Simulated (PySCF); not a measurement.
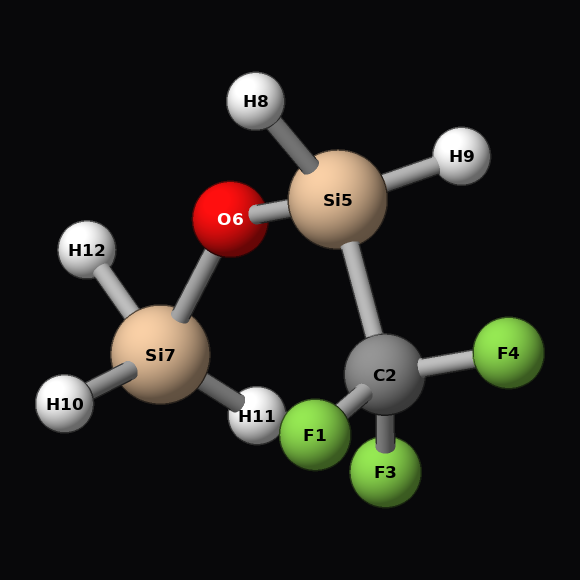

Geometry: a frame of a GFN2-xTB molecular-dynamics simulation, not a minimum. Method: GIAO PBE0/pcSseg-1 NMR shielding, non-relativistic, gas phase (PySCF 2.14.0). Principal shieldings σ11 ≤ σ22 ≤ σ33, span Ω = σ33 − σ11, skew κ = 3(σiso − σ22)/Ω.

Give the shielding tensors of the O atoms.

```csv
atom,σ11,σ22,σ33,σiso,Ω,κ
O6,224.8,351.8,380.1,318.9,155.3,−0.64
```

Shieldings and span in ppm.
